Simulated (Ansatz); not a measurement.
Chalcopyrite CuGaSe₂, treated with RPBE (Ansatz, a quantum-chemistry and plane-wave program, plane waves, PAW).

Settings: plane-wave cutoff 520 eV, 8×8×8 k mesh, Fermi–Dirac smearing 0.01 eV, no spin polarisation, scalar-relativistic PAW data made under PBE.

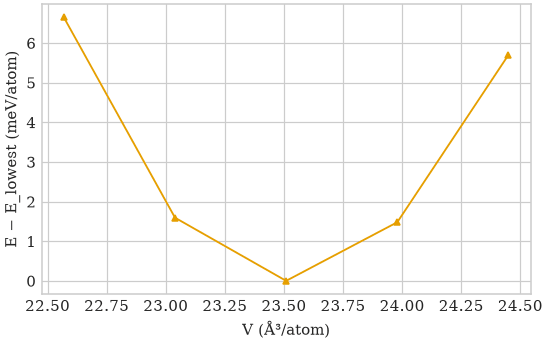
Figure: Total energy against volume

From the curve, estimate the equilibrium volume and the bulk modulus.

V0 ≈ 23.5 Å³/atom and B0 ≈ 52 GPa; the fit gives V0 = 23.509 Å³/atom, B0 = 52.4 GPa, B′ = 4.8.

Shape and atoms are relaxed at each volume.

Note: the bulk modulus comes from volumes at which shape and atoms were relaxed.

Static lattice: no zero-point or thermal effects.
